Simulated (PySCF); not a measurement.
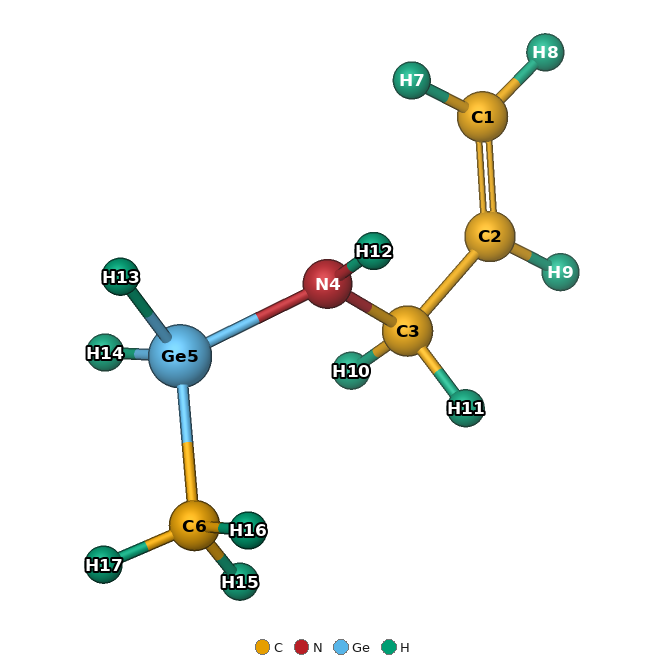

Computed geometry: PBE0-D3(BJ)/def2-SVP optimisation. No frequency run is at hand to confirm it as a minimum. Level of theory: delta-SCF UKS SCAN, pcX-2 on the ionised atom, pcseg-1 elsewhere, spin-free X2C (PySCF 2.14.0).

Give the core-electron binding energies (to vacuum) of C1 1s, C2 1s, C3 1s, N4 1s, C6 1s.

```tsv
atom	level	binding energy (eV)
C1	1s	289.8
C2	1s	290.2
C3	1s	291.5
N4	1s	404.0
C6	1s	290.1
```
